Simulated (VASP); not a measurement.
# Driving VASP from ASE on ZrB2, part 2 of 3

Do ASE scripts that read ZrB2 from different structure formats give one answer, and do several routes find one equilibrium volume? All runs use PBEsol. Left out of this account: 1 further run (fields: a reference on another mesh). The start is a cell from a database of measured crystal structures.

VASP 6.6.1; PBEsol; plane waves and PAW (Zr_sv, B).

So far. Step 2 (Self-consistent run (PBEsol, through ASE)): The pressure is -3.76 GPa and the largest force 0.000 eV/Å, so the cell is not at a minimum at these settings. Step 3 (A single point (PBEsol, through ASE)): The energy lies +2.22 meV an atom from the first script, on another mesh.

**4. Relaxing cell and atoms (PBEsol, through ASE)**

Properties are meant for the cell that this level of theory prefers, so cell and atoms are relaxed first (ISIF = 3) until forces and stress are small; EDIFFG sets the threshold.

File run.py:

```python
import numpy as np
from ase.calculators.vasp import Vasp
from ase import Atoms

atoms = Atoms(['Zr', 'B', 'B'],
              cell=[[3.17, 0.0, 0.0], [-1.585, 2.74530053, 0.0], [0.0, 0.0, 3.533]],
              scaled_positions=[[0.0, 0.0, 0.0], [0.33333333, 0.66666667, 0.5], [0.66666667, 0.33333333, 0.5]],
              pbc=True)

calc = Vasp(
    xc='pbesol',
    pp='PBE',
    prec='Accurate',
    encut=420,
    ediff=1e-06,
    nelm=100,
    ismear=-1,
    sigma=0.05,
    lreal=False,
    algo='Normal',
    nbands=15,
    lasph=True,
    lorbit=11,
    lwave=False,
    lcharg=False,
    kpar=4,
    ibrion=2,
    nsw=60,
    isif=3,
    ediffg=-0.01,
    pp_version='64',
    setups={'Zr': '_sv', 'B': ''},
    kpts=(11, 11, 9),
    gamma=True,
    txt='vasp.out',
)
atoms.calc = calc

print("energy (eV):", round(atoms.get_potential_energy(), 6))
print("Fermi level (eV):", round(calc.get_fermi_level(), 4))
print("forces (eV/A):")
print(np.round(atoms.get_forces(), 4))
print("stress (GPa, Voigt, tension positive):", np.round(atoms.get_stress() * 160.21766, 3))
print("cell (A, degrees):", np.round(atoms.cell.cellpar(), 4))
print("volume (A^3):", round(atoms.get_volume(), 4))
print("positions:")
print(np.round(atoms.get_scaled_positions(), 5))
```

PAW data sets: Zr_sv and B (PBE family, release 64).

Run with:

```sh
> export ASE_VASP_COMMAND="mpirun -np 4 vasp_std"
> python run.py
```

Log:

```text
energy (eV): -26.404667
Fermi level (eV): 10.5393
forces (eV/A):
[[ 0.  0. -0.]
 [ 0. -0. -0.]
 [-0.  0.  0.]]
stress (GPa, Voigt, tension positive): [-0.083 -0.083 -0.056  0.    -0.    -0.   ]
cell (A, degrees): [  3.1557   3.1557   3.5092  90.      90.     120.    ]
volume (A^3): 30.2638
positions:
[[0.      0.      0.     ]
 [0.33333 0.66667 0.5    ]
 [0.66667 0.33333 0.5    ]]
```

It took 30 s on 4 MPI ranks of AMD EPYC 7R43, shared host; peak memory 0.49 GiB; 1.9 min of CPU time.

The INCAR that ASE wrote:

```
ENCUT = 420.000000
SIGMA = 0.050000
EDIFF = 1.00e-06
EDIFFG = -1.00e-02
ALGO = Normal
GGA = PS
PREC = Accurate
IBRION = 2
ISIF = 3
ISMEAR = -1
KPAR = 4
LORBIT = 11
NBANDS = 15
NELM = 100
NSW = 60
LASPH = .TRUE.
LCHARG = .FALSE.
LWAVE = .FALSE.
LREAL = .FALSE.
```

The KPOINTS that ASE wrote:

```
KPOINTS created by Atomic Simulation Environment
0
Gamma
11 11 9
0 0 0
```

VASP's own log, vasp.out:

```text
[... set-up lines as in an earlier step ...]
 entering main loop
       N       E                     dE             d eps       ncg     rms          rms(c)
DAV:   1     0.829299497461E+02    0.82930E+02   -0.85706E+03  2416   0.101E+03
DAV:   2    -0.253605042032E+02   -0.10829E+03   -0.10469E+03  3058   0.273E+02
DAV:   3    -0.288929299623E+02   -0.35324E+01   -0.35168E+01  3821   0.425E+01
DAV:   4    -0.289531644400E+02   -0.60234E-01   -0.60230E-01  2777   0.504E+00
DAV:   5    -0.289544792040E+02   -0.13148E-02   -0.13147E-02  3705   0.538E-01    0.222E+01
DAV:   6    -0.264520266484E+02    0.25025E+01   -0.58304E+00  2990   0.167E+01    0.914E+00
DAV:   7    -0.264040249610E+02    0.48002E-01   -0.70401E-01  3474   0.526E+00    0.321E+00
DAV:   8    -0.264041853710E+02   -0.16041E-03   -0.10376E-01  2893   0.270E+00    0.521E-01
DAV:  10    -0.263996334898E+02    0.37427E-03   -0.16147E-03  2822   0.377E-01    0.397E-02
DAV:  11    -0.263996382963E+02   -0.48065E-05   -0.74546E-05  3419   0.789E-02    0.105E-02
DAV:  12    -0.263996365741E+02    0.17222E-05   -0.29568E-06  2714   0.122E-02    0.581E-03
DAV:  13    -0.263996363124E+02    0.26170E-06   -0.56386E-07  1494   0.629E-03
   1 F= -.26399636E+02 E0= -.26398933E+02  d E =-.263996E+02
 curvature:   0.00 expect dE= 0.000E+00 dE for cont linesearch  0.000E+00
 trial: gam= 0.00000 g(F)=  0.315E-44 g(S)=  0.252E-01 ort = 0.000E+00 (trialstep = 0.100E+01)
 search vector abs. value=  0.252E-01
 bond charge predicted
       N       E                     dE             d eps       ncg     rms          rms(c)
DAV:   1    -0.265277091576E+02   -0.12807E+00   -0.40901E+00  2789   0.200E+01    0.481E+00
DAV:   2    -0.264050533270E+02    0.12266E+00   -0.30252E-01  2750   0.584E+00    0.120E+00
DAV:   3    -0.263915865015E+02    0.13467E-01   -0.97542E-02  3728   0.229E+00    0.526E-01
DAV:   4    -0.263941420281E+02   -0.25555E-02   -0.37593E-03  3359   0.432E-01    0.229E-01
DAV:   5    -0.263958879359E+02   -0.17459E-02   -0.39955E-03  3799   0.367E-01    0.177E-01
DAV:   6    -0.263961468104E+02   -0.25887E-03   -0.18892E-04  3727   0.111E-01    0.554E-02
DAV:   7    -0.263961691094E+02   -0.22299E-04   -0.31833E-05  3446   0.476E-02    0.158E-02
DAV:   8    -0.263961714816E+02   -0.23722E-05   -0.12475E-06  1873   0.123E-02    0.607E-03
DAV:   9    -0.263961720774E+02   -0.59581E-06   -0.35294E-07  1487   0.661E-03
   2 F= -.26396172E+02 E0= -.26395506E+02  d E =0.346423E-02
[...]
3 F= -.26405292E+02 E0= -.26404606E+02  d E =-.565575E-02
[...]
4 F= -.26405290E+02 E0= -.26404604E+02  d E =-.565371E-02
 curvature:  -0.21 expect dE=-0.293E-04 dE for cont linesearch -0.777E-06
 ZBRENT: accuracy reached
 trial: gam= 0.01741 g(F)=  0.276E-45 g(S)=  0.137E-03 ort =-0.303E-03 (trialstep = 0.890E+00)
 search vector abs. value=  0.134E-03
 bond charge predicted
       N       E                     dE             d eps       ncg     rms          rms(c)
DAV:   1    -0.264054688355E+02   -0.17923E-03   -0.82438E-03  2498   0.801E-01    0.669E-02
DAV:   2    -0.264053809798E+02    0.87856E-04   -0.15743E-04  2792   0.101E-01    0.357E-02
DAV:   3    -0.264053490905E+02    0.31889E-04   -0.76979E-05  3072   0.706E-02    0.678E-03
DAV:   4    -0.264053491273E+02   -0.36762E-07   -0.16953E-06  2064   0.108E-02
   5 F= -.26405349E+02 E0= -.26404667E+02  d E =-.591059E-04
 trial-energy change:   -0.000059  1 .order   -0.000061   -0.000117   -0.000005
 step:   0.9297(harm=  0.9297)  dis= 0.00000  next Energy=   -26.405351 (dE=-0.611E-04)
 reached required accuracy - stopping structural energy minimisation
```

From OUTCAR (step 4):

```text
The static configuration has the point symmetry D_6h.

 Found     80 irreducible k-points:

   NELECT =      18.0000    total number of electrons

 E-fermi :  10.5393

 k-point     1 :       0.0000    0.0000    0.0000
  band No.  band energies     occupation
    ...
      5      -2.1637      2.00000
      6       7.9349      2.00000
      7       7.9349      2.00000
      8       7.9515      2.00000
      9       8.3093      2.00000
     10      14.0661      0.00000
     11      14.0661      0.00000
     12      14.8988      0.00000
     13      14.8988      0.00000
     14      15.5909      0.00000
    ...

 k-point     2 :       0.0909   -0.0000    0.0000
  band No.  band energies     occupation
    ...
      5      -1.9954      2.00000
      6       7.4602      2.00000
      7       7.9430      2.00000
      8       8.1109      2.00000
      9       8.1171      2.00000
     10      13.9487      0.00000
     11      13.9602      0.00000
     12      14.3071      0.00000
     13      14.3345      0.00000
     14      16.2943      0.00000
    ...

  Total        0.0156750      0.0156750      0.0105412      0.0000000      0.0000000      0.0000000
  in kB        0.8298394      0.8298394      0.5580544      0.0000000      0.0000000      0.0000000
  external PRESSURE =       0.7392444 kB  Pullay stress =       0.0000000 kB

  energy-cutoff  :      420.00
  volume of cell :       30.26
      direct lattice vectors                 reciprocal lattice vectors
     3.155695894  0.000000000 -0.000000000     0.316887315  0.182954977  0.000000000
    -1.577847947  2.732912811 -0.000000000    -0.000000000  0.365909954  0.000000000
    -0.000000000 -0.000000000  3.509154474     0.000000000  0.000000000  0.284968931

 POSITION                                       TOTAL-FORCE (eV/Angst)
 -----------------------------------------------------------------------------------
      0.00000      0.00000      0.00000         0.000000      0.000000     -0.000000
     -0.00000      1.82194      1.75458         0.000000     -0.000000     -0.000000
      1.57785      0.91097      1.75458        -0.000000      0.000000      0.000000
 -----------------------------------------------------------------------------------
    total drift:                                0.000000     -0.000000     -0.000000

  FREE ENERGIE OF THE ION-ELECTRON SYSTEM (eV)
  ---------------------------------------------------
  free  energy   TOTEN  =       -26.4053491273 eV

  energy  without entropy=      -26.4039852155  energy(sigma->0) =      -26.40466717

 reached required accuracy - stopping structural energy minimisation

 total charge
# of ion       s       p       d       tot
------------------------------------------
    1        2.173   6.032   1.803  10.009
    2        0.665   1.248   0.000   1.913
    3        0.665   1.248   0.000   1.913
--------------------------------------------------
tot          3.503   8.529   1.803  13.835

[... 7 parts as in an earlier step ...]

[... 5 further parts left out ...]
```

CONTCAR:

```
Zr B
   1.00000000000000
     3.1556958937847757    0.0000000000000000   -0.0000000000000000
    -1.5778479468923878    2.7329128106391400   -0.0000000000000000
    -0.0000000000000000   -0.0000000000000000    3.5091544739919023
  Zr              B
     1     2
Direct
     0.0000000000000000    0.0000000000000000    0.0000000000000000
     0.3333333300000021    0.6666666699999979    0.5000000000000000
     0.6666666699999979    0.3333333300000021    0.5000000000000000
```

The run keeps the 24 symmetry operations of its start, so it cannot find a distortion of lower symmetry.

The steps of the relaxation:

```tsv
step	energy less that of the first step (eV)	largest force (eV/Å)	pressure (GPa)	volume (Å³)
1	0.0000	0.0000	-3.76	30.75
2	0.0035	0.0000	5.10	29.69
3	-0.0057	0.0000	0.01	30.27
4	-0.0057	0.0000	0.06	30.26
5	-0.0057	0.0000	0.07	30.26
```

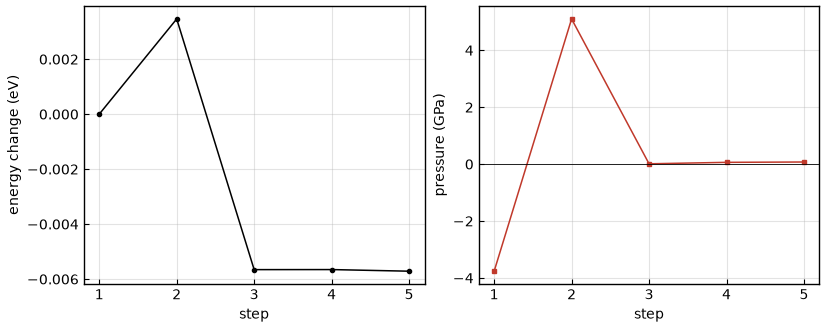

Energy and pressure along the relaxation.

```tsv
conventional cell, symmetrised	before	after	change
a (Å)	3.170	3.156	-0.5 %
b (Å)	3.170	3.156	-0.5 %
c (Å)	3.533	3.509	-0.7 %
volume (Å³/atom)	10.25	10.09	-1.6 %
```

Final coordinates:

```xyz
3
Lattice="3.1557 0.0000 0.0000 -1.5778 2.7329 0.0000 0.0000 0.0000 3.5092" Properties=species:S:1:pos:R:3 pbc="T T T"
Zr    0.0000    0.0000    0.0000
B     0.0000    1.8219    1.7546
B     1.5778    0.9110    1.7546
```

This step gave:

```
irreducible k-points            : 80
free energy (TOTEN)             : -26.41 eV
energy at zero smearing         : -26.40 eV
Fermi energy                    : 10.54 eV
pressure                        : 0.07392 GPa
SCF cycles over all ionic steps : 38
```

It ends with forces that vanish by symmetry and a pressure of 0.07 GPa.

**5. Equation of state by an ASE loop (PBEsol)**

An ASE loop scales the volume and fits the energies, which gives the bulk modulus from energies alone.

File run.py:

```python
import numpy as np
from ase.calculators.vasp import Vasp
from ase.io import read
from ase.eos import EquationOfState
from ase.units import GPa

atoms = read('ZrB2.cif')

calc = Vasp(
    xc='pbesol',
    pp='PBE',
    prec='Accurate',
    encut=420,
    ediff=1e-06,
    nelm=100,
    ismear=-1,
    sigma=0.05,
    lreal=False,
    algo='Normal',
    nbands=15,
    lasph=True,
    lorbit=11,
    lwave=False,
    lcharg=False,
    kpar=4,
    isif=2,
    pp_version='64',
    setups={'Zr': '_sv', 'B': ''},
    kpts=(11, 11, 9),
    gamma=True,
    txt='vasp.out',
)
atoms.calc = calc

cell, volumes, energies = atoms.get_cell(), [], []
for x in [0.94, 0.96, 0.98, 1.0, 1.02, 1.04, 1.06]:
    atoms.set_cell(cell * x ** (1 / 3), scale_atoms=True)
    volumes.append(atoms.get_volume())
    energies.append(atoms.get_potential_energy())
    print(f"{x:.2f}  V = {volumes[-1]:.4f} A^3  E = {energies[-1]:.6f} eV")
v0, e0, b0 = EquationOfState(volumes, energies, eos="birchmurnaghan").fit()
print(f"V0 = {v0:.4f} A^3  E0 = {e0:.6f} eV  B0 = {b0 / GPa:.2f} GPa")
```

File ZrB2.cif:

```cif
data_ZrB2
_cell_length_a 3.17000000
_cell_length_b 3.17000000
_cell_length_c 3.53300000
_cell_angle_alpha 90.00000000
_cell_angle_beta 90.00000000
_cell_angle_gamma 120.00000000
_space_group_name_H-M_alt 'P1'
_space_group_name_Hall 'P 1'
_space_group_IT_number 1
loop_
_space_group_symop_operation_xyz
'x,y,z'
loop_
_atom_site_label
_atom_site_type_symbol
_atom_site_symmetry_multiplicity
_atom_site_Wyckoff_symbol
_atom_site_fract_x
_atom_site_fract_y
_atom_site_fract_z
_atom_site_occupancy
Zr1 Zr 1 a 0.0000000000 0.0000000000 0.0000000000 1
B1 B 1 a 0.3333333333 0.6666666667 0.5000000000 1
B2 B 1 a 0.6666666667 0.3333333333 0.5000000000 1
```

Log:

```text
0.94  V = 28.9015 A^3  E = -26.350935 eV
0.96  V = 29.5164 A^3  E = -26.388351 eV
0.98  V = 30.1314 A^3  E = -26.403647 eV
1.00  V = 30.7463 A^3  E = -26.398933 eV
1.02  V = 31.3612 A^3  E = -26.376115 eV
1.04  V = 31.9761 A^3  E = -26.336884 eV
1.06  V = 32.5911 A^3  E = -26.282812 eV
V0 = 30.2858 A^3  E0 = -26.404268 eV  B0 = 250.20 GPa
```

Elapsed: 67 s, on 4 MPI ranks; peak memory 0.46 GiB.

The INCAR that ASE wrote:

```
ENCUT = 420.000000
SIGMA = 0.050000
EDIFF = 1.00e-06
ALGO = Normal
GGA = PS
PREC = Accurate
ISIF = 2
ISMEAR = -1
KPAR = 4
LORBIT = 11
NBANDS = 15
NELM = 100
LASPH = .TRUE.
LCHARG = .FALSE.
LWAVE = .FALSE.
LREAL = .FALSE.
```

ASE turned this into the KPOINTS:

```
KPOINTS created by Atomic Simulation Environment
0
Gamma
11 11 9
0 0 0
```

vasp.out (the last of its runs):

```text
[banner, memory and clock lines left out]
running    4 mpi-ranks, on    1 nodes
 distrk:  each k-point on    1 cores,    4 groups
 distr:  one band on    1 cores,    1 groups

 POSCAR found type information on POSCAR ZrB
 POSCAR found :  2 types and       3 ions
 [... a notice as in an earlier step ...]

 LDA part: xc-table for (Slater+PW92), standard interpolation
 POSCAR, INCAR and KPOINTS ok, starting setup
 FFT: planning ... GRIDC
 FFT: planning ... GRID_SOFT
 FFT: planning ... GRID
 WAVECAR not read
 WARNING: random wavefunctions but no delay for mixing, default for NELMDL
 entering main loop
       N       E                     dE             d eps       ncg     rms          rms(c)
DAV:   1     0.862011604511E+02    0.86201E+02   -0.86074E+03  2400   0.101E+03
DAV:   2    -0.251785522706E+02   -0.11138E+03   -0.10766E+03  3072   0.275E+02
DAV:   3    -0.287137052036E+02   -0.35352E+01   -0.35228E+01  3914   0.424E+01
DAV:   4    -0.287623537839E+02   -0.48649E-01   -0.48645E-01  2692   0.467E+00
DAV:   5    -0.287635286081E+02   -0.11748E-02   -0.11748E-02  3754   0.485E-01    0.196E+01
DAV:   6    -0.263313318283E+02    0.24322E+01   -0.59312E+00  3010   0.161E+01    0.788E+00
DAV:   7    -0.262893532848E+02    0.41979E-01   -0.65909E-01  3492   0.498E+00    0.284E+00
DAV:   8    -0.262875027991E+02    0.18505E-02   -0.89019E-02  2822   0.242E+00    0.505E-01
DAV:   9    -0.262838826305E+02    0.36202E-02   -0.20694E-02  3031   0.104E+00    0.197E-01
DAV:  10    -0.262835674809E+02    0.31515E-03   -0.16039E-03  2907   0.366E-01    0.350E-02
DAV:  11    -0.262835768481E+02   -0.93673E-05   -0.60358E-05  3225   0.732E-02    0.956E-03
DAV:  12    -0.262835752625E+02    0.15857E-05   -0.24118E-06  2736   0.110E-02    0.523E-03
DAV:  13    -0.262835750131E+02    0.24937E-06   -0.41844E-07  1480   0.538E-03
   1 F= -.26283575E+02 E0= -.26282812E+02  d E =-.152671E-02
```

Parts of OUTCAR (step 5):

```text
   ENCUT  =  420.0 eV  30.87 Ry    5.56 a.u.   5.40  5.40  6.02*2*pi/ulx,y,z

   NELECT =      18.0000    total number of electrons

 E-fermi :   9.7378

 k-point     1 :       0.0000    0.0000    0.0000
  band No.  band energies     occupation
    ...
      5      -2.6259      2.00000
      6       7.2871      2.00000
      7       7.2871      2.00000
      8       7.3018      2.00000
      9       7.4554      2.00000
     10      12.9276      0.00000
     11      12.9276      0.00000
     12      13.7048      0.00000
     13      13.7048      0.00000
     14      14.3175      0.00000
    ...

  Total       -3.3078085     -3.3078085     -3.1408530     -0.0000000     -0.0000000      0.0000000
  in kB     -162.6118844   -162.6118844   -154.4043528     -0.0000000     -0.0000000      0.0000000
  external PRESSURE =    -159.8760406 kB  Pullay stress =       0.0000000 kB

 POSITION                                       TOTAL-FORCE (eV/Angst)
 -----------------------------------------------------------------------------------
      0.00000      0.00000      0.00000         0.000000      0.000000      0.000000
     -0.00000      1.86610      1.80115        -0.000000     -0.000000      0.000000
      1.61609      0.93305      1.80115         0.000000      0.000000      0.000000
 -----------------------------------------------------------------------------------
    total drift:                               -0.000000      0.000000      0.000000

  FREE ENERGIE OF THE ION-ELECTRON SYSTEM (eV)
  ---------------------------------------------------
  free  energy   TOTEN  =       -26.2835750131 eV

  energy  without entropy=      -26.2820483049  energy(sigma->0) =      -26.28281166

[... 3 parts as in an earlier step ...]

[... 13 further parts left out ...]
```

This step gave:

```
bulk modulus                  : 250.2 GPa
equilibrium volume of the fit : 10.10 Å³/atom
```

The fitted volume lies +0.07 % from the relaxed one.

(Part 2 of 3 ends here.)

[Lines on the potential files, build, host, timing and source positions are cut from VASP's logs without a mark.]

[Logs are printed without paths, hosts, clocks, repeated set-up lines and the standing remarks that a program may print on its own settings, such as how far it seeks lower states.]

[Hosts, paths, dates, database ids (printed as entryN), source tags and the programs' standing remarks are cut or masked in the printed files.]

[A measured line is paired with the nearest computed mode of its activity, which favours agreement.]
